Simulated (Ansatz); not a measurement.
System: Ga3Sb2As.

Input file:

```
crystal:
  lattice:
    - [-2.1433807, 2.1433807, 9.0902807]
    - [2.1433807, -2.1433807, 9.0902807]
    - [2.1433807, 2.1433807, -9.0902807]
  atoms:
    - { symbol: Ga, position: [0.825956, 0.825956, 0.0] }
    - { symbol: Ga, position: [0.5, 0.5, 0.0] }
    - { symbol: Ga, position: [0.174044, 0.174044, 0.0] }
    - { symbol: Sb, position: [0.413062, 0.913062, 0.5] }
    - { symbol: Sb, position: [0.086938, 0.586938, 0.5] }
    - { symbol: As, position: [0.75, 0.25, 0.5] }
basis:
  ecutwfc: 420
kpoints:
  mp_grid: { grid: [12, 12, 12] }
  band_path:
    path:
      - [[0.0, 0.0, 0.0], [0.0, 0.0, 0.5], [0.25, 0.25, 0.25], [0.0, 0.5, 0.0], [0.0, 0.0, 0.0], [0.5, 0.5, -0.5], [0.26389902, 0.73610098, -0.26389902]]
      - [[-0.26389902, 0.26389902, 0.26389902], [0.0, 0.0, 0.0]]
      - [[0.0, 0.0, 0.5], [-0.02779803, 0.02779803, 0.5]]
      - [[0.5, 0.5, -0.02779803], [0.5, 0.5, -0.5]]
    npoints: 14
hamiltonian:
  xc: pbe
scf:
  occupations: { method: gaussian, width: 0.1 }
  n_extra_bands: 15
output:
  forces: true
  stress: true
  eigenvalues: true
  populations: true
  dos: { projected: true, de: 0.02, nscf_kmesh: { grid: [15, 15, 15] } }
  bader: true
  write_density: true
  write_potential: true
  elf: true
  volumetric_format: npy
```

Launched as:

```sh
ansatz run input.yaml --threads 4 --pin off --max-ram 8192MiB --backend cpu --events-out ev --progress --plain --runs-dir out
```

Below, planes, directions and counts refer to the conventional cell (a = 4.29 Å, b = 4.29 Å, c = 18.18 Å, α = 90.00°, β = 90.00°, γ = 90.00°).

Space group I-4m2; a structure generated by program, which may or may not match a known phase.

All numbers below come from Ansatz 0.2.0, DFT PBE, scalar-relativistic, plane waves, PAW.

What can the converged valence pseudo-density and electron localisation function tell about the bonding?

Ga–As (2.55 Å): ρ at the midpoint is about 0.42 e/Å³; the ELF peaks at about 0.80 between the atoms.
Ga–Sb (2.66 Å): ρ at the midpoint is about 0.41 e/Å³; the ELF peaks at about 0.70 between the atoms.
Bader's partition of the density gives Ga +0.32 to +0.49, Sb −0.33 and As −0.64 e.

What Bader charges does the calculation give?

Electrons move from Ga towards Sb and As. Bader charges: Ga +0.32 to +0.49, Sb −0.33 and As −0.64 e.

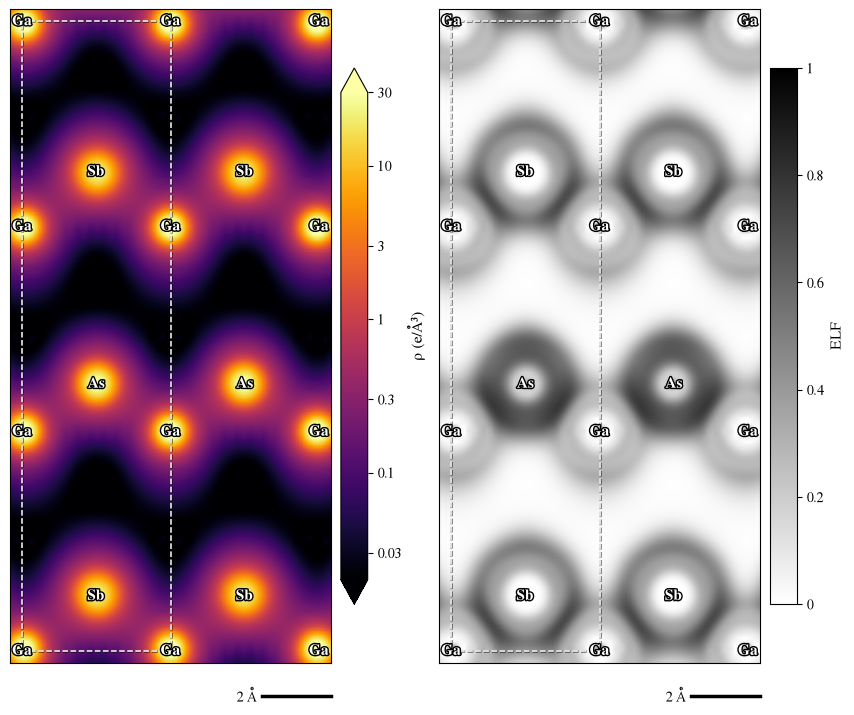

Computed valence pseudo-density and electron localisation function on the (100) plane of the conventional cell, in this order. 

Core electrons are frozen (PAW), and the valence fields are smoothed inside the atomic spheres.
